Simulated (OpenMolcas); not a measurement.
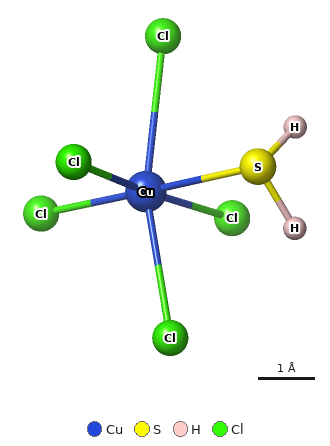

The input geometry (ball-and-stick view, seen at a tilt). Sticks mark near contacts.

# CuH$_{2}$SCl$_{5}$ (charge −3): single-point calculation (part 1 of 3)

CuH$_{2}$SCl$_{5}$, charge −3, multiplicity 2, computed with CASPT2/ANO-RCC-VDZ, DKH2 (OpenMolcas 26.06).

The geometry comes from this level: GFN1-xTB.

Log
```
--- Start Module: gateway ---

                                              &GATEWAY

                       available to each process: 1.9 GB of memory, 1 thread

++    Symmetry information:
      ---------------------

                    Character Table for C1

                             E
                    a        1  x, y, xy, Rz, z, xz, Ry, yz, Rx, I
--

++    Basis set information:
      ----------------------

      Basis set label: CU.ANO-RCC...5S4P2D.

      Electronic valence basis set:
      ------------------
      Associated Effective Charge  29.000000 au
      Associated Actual Charge     29.000000 au
      Nuclear Model: Point charge

      Shell  nPrim  nBasis  Cartesian Spherical Contaminant
         s      21       5        X
         p      15       4        X
         d      10       2                 X

      Basis set label: S.ANO-RCC...4S3P.

      Electronic valence basis set:
      ------------------
      Associated Effective Charge  16.000000 au
      Associated Actual Charge     16.000000 au
      Nuclear Model: Point charge

      Shell  nPrim  nBasis  Cartesian Spherical Contaminant
         s      17       4        X
         p      12       3        X

      Basis set label: H.ANO-RCC...2S.

      Electronic valence basis set:
      ------------------
      Associated Effective Charge   1.000000 au
      Associated Actual Charge      1.000000 au
      Nuclear Model: Point charge

      Shell  nPrim  nBasis  Cartesian Spherical Contaminant
         s       8       2        X

      Basis set label: CL.ANO-RCC...4S3P.

      Electronic valence basis set:
      ------------------
      Associated Effective Charge  17.000000 au
      Associated Actual Charge     17.000000 au
      Nuclear Model: Point charge

      Shell  nPrim  nBasis  Cartesian Spherical Contaminant
         s      17       4        X
         p      12       3        X
--

++    Molecular structure info:
      -------------------------

                    ************************************************
                    **** Cartesian Coordinates / bohr, angstrom ****
                    ************************************************

     Center  Label                x              y              z                     x              y              z
        1      CU1              0.363867       0.014097      -1.393541              0.192550       0.007460      -0.737430
        2      S2               0.426870      -0.084282       3.245964              0.225890      -0.044600       1.717690
        3      H3              -1.139807       1.810433       3.647738             -0.603160       0.958040       1.930300
        4      H4              -1.354858      -1.793690       3.581220             -0.716960      -0.949180       1.895100
        5      CL5              0.288807       0.054745      -5.746997              0.152830       0.028970      -3.041180
        6      CL6              4.953123      -0.016705      -1.208026              2.621080      -0.008840      -0.639260
        7      CL7             -4.241037       0.030160      -1.021548             -2.244260       0.015960      -0.540580
        8      CL8              0.382310       5.293558      -0.480727              0.202310       2.801230      -0.254390
        9      CL9              0.320743      -5.308297      -0.624082              0.169730      -2.809030      -0.330250

                    ***************************************
                    *    InterNuclear Distances / bohr    *
                    ***************************************

               1 CU1           2 S2            3 H3            4 H4            5 CL5           6 CL6
    1 CU1      0.000000
    2 S2       4.640975        0.000000
    3 H3       5.558988        2.491154        0.000000
    4 H4       5.565102        2.491792        3.611146        0.000000
    5 CL5      4.354293        8.995095        9.663562        9.650595        0.000000
    6 CL6      4.593108        6.350556        8.002543        8.116969        6.508703        0.000000
    7 CL7      4.619932        6.325671        5.881261        5.730788        6.545988        9.196170
    8 CL8      5.357823        6.543040        5.611883        8.351422        7.428829        7.044160
    9 CL9      5.377900        6.502219        8.429590        5.731027        7.416705        7.056974

               7 CL7           8 CL8           9 CL9
    7 CL7      0.000000
    8 CL8      7.026463        0.000000
    9 CL9      7.033274       10.603003        0.000000

                    *******************************************
                    *    InterNuclear Distances / angstrom    *
                    *******************************************

               1 CU1           2 S2            3 H3            4 H4            5 CL5           6 CL6
    1 CU1      0.000000
    2 S2       2.455898        0.000000
    3 H3       2.941690        1.318262        0.000000
    4 H4       2.944925        1.318600        1.910936        0.000000
    5 CL5      2.304193        4.759999        5.113737        5.106875        0.000000
    6 CL6      2.430568        3.360569        4.234763        4.295315        3.444257        0.000000
    7 CL7      2.444763        3.347401        3.112229        3.032602        3.463988        4.866404
    8 CL8      2.835238        3.462427        2.969680        4.419382        3.931167        3.727609
    9 CL9      2.845862        3.440826        4.460747        3.032729        3.924751        3.734390

               7 CL7           8 CL8           9 CL9
    7 CL7      0.000000
    8 CL8      3.718244        0.000000
    9 CL9      3.721848        5.610867        0.000000

                    **************************************
                    *    Valence Bond Angles / degree    *
                    **************************************
                          Atom centers                 Phi
                      3 H3       2 S2       4 H4        92.89
--

            Nuclear Potential Energy           1246.90020388 au

--- Stop Module: gateway /rc=_RC_ALL_IS_WELL_ ---
--- Module gateway spent 2 seconds ---

--- Start Module: seward ---

                                              &SEWARD

                       available to each process: 1.9 GB of memory, 1 thread

               SEWARD will generate:
                  Multipole Moment integrals up to order  2
                  Kinetic Energy integrals
                  Nuclear Attraction integrals (point charge)
                  One-Electron Hamiltonian integrals
                  Velocity integrals
                  Relativistic Douglas-Kroll-Hess integrals:
                    - Parametrization         : EXP
                    - DKH order of Hamiltonian: 2
                    - DKH order of Properties : 0
                         - multipole moment operators
                         - electric potential operators
                         - contact operators
                  Orbital angular momentum around (  0.3445   0.0003  -1.0825 )
                  Velocity quadrupole around (  0.3445   0.0003  -1.0825 )
                  Atomic mean-field integrals
                  RI decomposed two-electron repulsion integrals stored Cholesky style
                   - acCD auxiliary basis
                   - CD Threshold:   1.00E-04

                   Integrals are discarded if absolute value <: 1.00E-14
                   Integral cutoff threshold is set to       <: 1.00E-16

            Nuclear Potential Energy           1246.90020388 au

      Basis set specifications :
      Symmetry species         a
      Basis functions          109

--- Stop Module: seward /rc=_RC_ALL_IS_WELL_ ---
--- Module seward spent 3 seconds ---

--- Start Module: rasscf ---

                                              &RASSCF

                       available to each process: 1.9 GB of memory, 1 thread

      Header of the ONEINT file:
      --------------------------

      OrdInt status: non-squared

      Cartesian coordinates in angstrom:
      -----------------------------------------------------
      No.  Label        X            Y            Z
      -----------------------------------------------------
       1   CU1        0.19255000   0.00746000  -0.73743000
       2   S2         0.22589000  -0.04460000   1.71769000
       3   H3        -0.60316000   0.95804000   1.93030000
       4   H4        -0.71696000  -0.94918000   1.89510000
       5   CL5        0.15283000   0.02897000  -3.04118000
       6   CL6        2.62108000  -0.00884000  -0.63926000
       7   CL7       -2.24426000   0.01596000  -0.54058000
       8   CL8        0.20231000   2.80123000  -0.25439000
       9   CL9        0.16973000  -2.80903000  -0.33025000
      -----------------------------------------------------
      Nuclear repulsion energy = 1246.90020388

++    Wave function specifications:
      -----------------------------

      Number of closed shell electrons         126
      Number of electrons in active shells       9
      Max number of holes in RAS1 space          0
      Max nr of electrons in RAS3 space          0
      Number of inactive orbitals               63
      Number of active orbitals                  5
      Number of secondary orbitals              41
      Spin quantum number                      0.5
      State symmetry                             1
--

++    Orbital specifications:
      -----------------------

      Symmetry species                           1
                                                 a
      Frozen orbitals                            0
      Inactive orbitals                         63
      Active orbitals                            5
      RAS1 orbitals                              0
      RAS2 orbitals                              5
      RAS3 orbitals                              0
      Secondary orbitals                        41
      Deleted orbitals                           0
      Number of basis functions                109
--

++    CI expansion specifications:
      ----------------------------

      Number of CSFs                             5
      Number of determinants                     5
      Number of root(s) required                 1
      Root chosen for geometry opt.              1
      CI root used                               1

      highest root included in the CI            1
      max. size of the explicit Hamiltonian      5
--

++    Optimization specifications:
      ----------------------------

      RASSCF algorithm: LK RI/DF
      Maximum number of macro iterations       200
      Maximum number of SX iterations          100
      Threshold for RASSCF energy            1.000E-08
      Threshold for max MO rotation          1.000E-01
      Threshold for max BLB element          1.000E-04
      Level shift parameter                  5.000E-01
      Make Quasi-Newton update
--

      The MO-coefficients are taken from the file:
      step2.RasOrb
      Title: RASSCF average (pseudo-natural) orbitals

      Total molecular charge   -3.00

      ************************************************************************************************************************
      *                                            Wave function control section                                             *
      ************************************************************************************************************************

                                         RASSCF iterations: Energy and convergence statistics
                                         ----------------------------------------------------

          iter iter root      energy       change     param      element    value   shift minimum  type update hh:mm:ss
 Nr of preliminary CI iterations:   1
      Total energies have been shifted. Add                -4000.00 au
        1   1   14    1  -357.54941645    0.00E+00   6.22E-03    8 105 1  2.58E-02*  0.41   0.00    SX    NO    0:00:00
        2   1   15    1  -357.55053176   -1.12E-03*  8.86E-03   68 106 1 -8.55E-03*  0.42   0.00    SX    NO    0:00:00
        3   1   14    1  -357.55066669   -1.35E-04*  9.47E-03   66 103 1 -5.16E-03*  0.41   0.00    SX    NO    0:00:00
        4   1   13    1  -357.55068719   -2.05E-05*  1.31E-02   39 108 1 -3.44E-03*  0.42   0.00    SX    NO    0:00:00
        5   1   13    1  -357.55068768   -4.92E-07* -1.45E-02   66 103 1 -4.46E-03*  0.41   0.50    SX   YES    0:00:00
        6   1   13    1  -357.55068767    7.00E-09  -1.10E-02   66 103 1  4.27E-03*  0.42   0.50    SX   YES    0:00:00
        7   1   12    1  -357.55070323   -1.56E-05* -3.39E-03   66 103 1 -2.01E-03*  0.41   0.69    QN   YES    0:00:00
        8   1   10    1  -357.55070780   -4.57E-06*  2.69E-04   56  71 1  1.31E-04*  0.41   1.06    QN   YES    0:00:00
        9   1    9    1  -357.55070797   -1.69E-07*  3.83E-04   56  71 1  8.04E-05   0.41   1.39    QN   YES    0:00:00
       10   1    9    1  -357.55070804   -7.28E-08*  2.68E-04   66 103 1  7.61E-05   0.41   0.78    QN   YES    0:00:00
       11   1    8    1  -357.55070806   -1.93E-08* -7.46E-05   66 103 1  1.37E-05   0.41   0.96    QN   YES    0:00:00
       12   1    6    1  -357.55070806   -2.56E-10   4.68E-05   58  69 1  6.31E-06   0.41   0.43    QN   YES    0:00:00
      Convergence after 12 iterations
       13   1    6    1  -357.55070806   -6.40E-10   4.68E-05   67 105 1 -4.27E-06   0.41   0.43    QN   YES    0:00:00

      ************************************************************************************************************************
                                                      Wave function printout:
                       occupation of active orbitals, and spin coupling of open shells (u,d: Spin up or down)
      ************************************************************************************************************************

      Note: transformation to natural orbitals
      has been made, which may change the order of the CSFs.

      printout of CI-coefficients larger than  0.05 for root  1
      energy=   -4357.550708
      conf/sym  11111     Coeff  Weight
             1  2222u   1.00000 1.00000

      Natural orbitals and occupation numbers for root  1
      sym 1:   2.000000   2.000000   2.000000   2.000000   1.000000

      ************************************************************************************************************************
      *                                                    Final results                                                     *
      ************************************************************************************************************************

++    Final optimization conditions:
      ------------------------------
```
